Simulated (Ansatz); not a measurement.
**ClH3O3Sn (SMILES [OH][Sn]([OH])([OH])[Cl]): density, localisation and related maps**

Input

```
basis:
  gaussian:
    orbitals: def2-TZVPD
crystal:
  periodic: [false, false, false]
  atoms:
    - {symbol: Cl, position_ang: [-1.639130, -2.527044, 1.647724]}
    - {symbol: O, position_ang: [-1.031025, -2.009346, -1.793418]}
    - {symbol: O, position_ang: [-0.375079, 0.412201, 0.156268]}
    - {symbol: O, position_ang: [-3.422667, -0.361413, -0.456969]}
    - {symbol: Sn, position_ang: [-1.615915, -1.065654, -0.180788]}
    - {symbol: H, position_ang: [-0.106132, -2.280838, -1.736260]}
    - {symbol: H, position_ang: [-0.590123, 0.887115, 0.968959]}
    - {symbol: H, position_ang: [-4.087019, -1.062058, -0.443811]}
hamiltonian:
  xc: pbe0
output:
  forces: true
  orbitals: {seedname: orbitals}
```

Command:

```sh
ansatz run input.yaml --threads 2 --pin off --max-ram 5220MiB --events-out events.jsonl --progress --plain --runs-dir runs
```

Geometry: PBE0-D4/def2-SVP; core potentials replace the inner electrons of Sn.

Method: isolated molecule in a Gaussian basis; Kohn-Sham density functional theory, functional PBE0 (Ansatz).

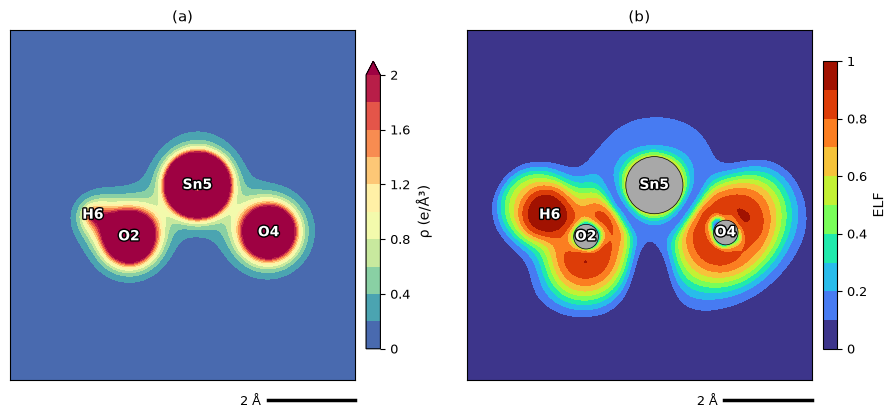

Figure 1. (a) electron density; (b) electron localisation function on the plane of atoms O2, Sn5 and O4. Grey discs cover the atomic cores in the ELF map.

**What does the map show?**

- The section cuts through O, Sn and H sites.
- Sn–O (1.96 Å): ρ is about 0.85 e/Å³ halfway; the ELF peaks at about 0.85 in the valence shell of O, 0.6 Å from its nucleus, and drops to about 0.15 between the two atoms.
- O–H (0.97 Å): ρ at the midpoint is about 3.7 e/Å³; the ELF climbs to about 1 towards the hydrogen, as it does in any bond to H (a covalent bond by its length).
- The ELF also peaks beside O2 and O4, away from the bonds: lone-pair regions.

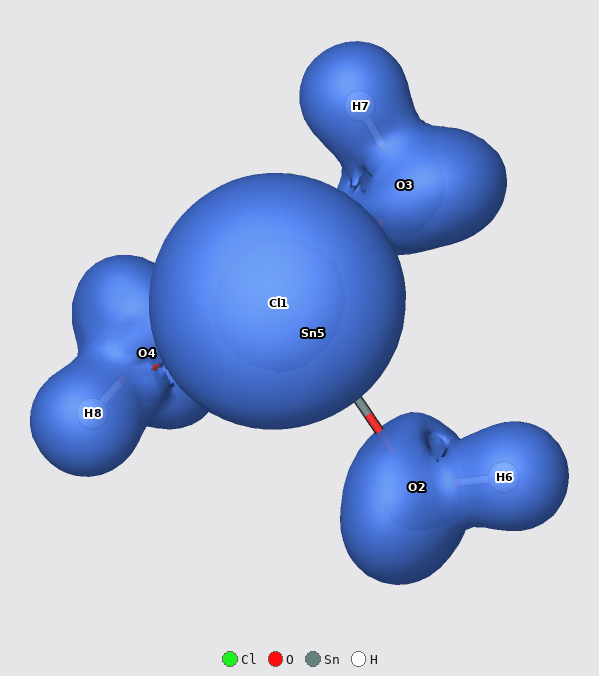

Figure 2. Isosurface of the electron localisation function at 0.75 (blue), seen across its widest extent. Only the valence region is drawn (cores and ρ < 0.01 e/Å³ removed).

**Describe the localisation domains.**

At this value the surface marks out one region wrapped around Cl (its valence shell) and three joined regions spread over several atoms (H, O), in which their bonds and any lone pairs are merged. Profiles from the grid: Sn–Cl (2.34 Å): the ELF peaks at about 0.80 in the valence shell of Cl, 0.8 Å from its nucleus, and drops to about 0.15 between the two atoms.

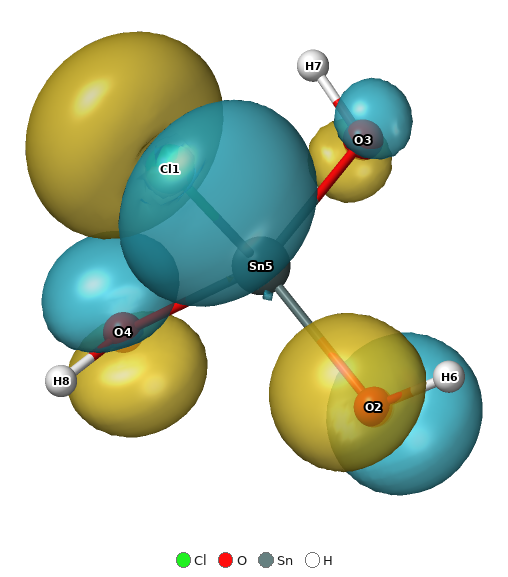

Figure 3. One frontier orbital at ±0.1 Å⁻³ᐟ² (yellow and cyan are the two phases), seen at a tilt.

**Which orbital is it: HOMO or LUMO?**

The HOMO, at −9.38 eV. It lies mainly on Cl1 (about 55 %), O2 (about 25 %) and O4 (about 15 %); largely a combination of lone pairs on Cl1, O2 and O4.
